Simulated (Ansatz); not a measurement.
System: Ti5Te4 (I4/m, No. 87). Method: LDA in Ansatz (PAW).

Numerical settings: plane-wave cutoff 520 eV, 16×16×16 k mesh, Fermi–Dirac smearing 0.05 eV, no spin polarisation, scalar-relativistic PAW data made under PBE.

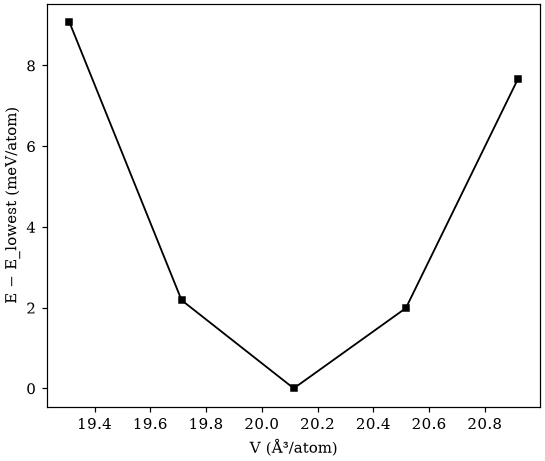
Figure: Total energy against volume

### Question
From the curve, estimate the equilibrium volume and the bulk modulus.

### Answer
V0 ≈ 20.1 Å³/atom and B0 ≈ 83 GPa; the fit gives V0 = 20.116 Å³/atom, B0 = 82.9 GPa, B′ = 5.0.

Shape and atoms are relaxed at each volume.

Note: the volume lies 7 % below that of the published cell; the bulk modulus comes from volumes at which shape and atoms were relaxed.

Spin–orbit coupling is not included; it can open a gap where bands touch, and shift volumes and moduli.

The computed numbers hold no vibrational or temperature effects.

Computing time: about 3.0 core-hours (a rough figure).

Ansatz is an electronic-structure program.
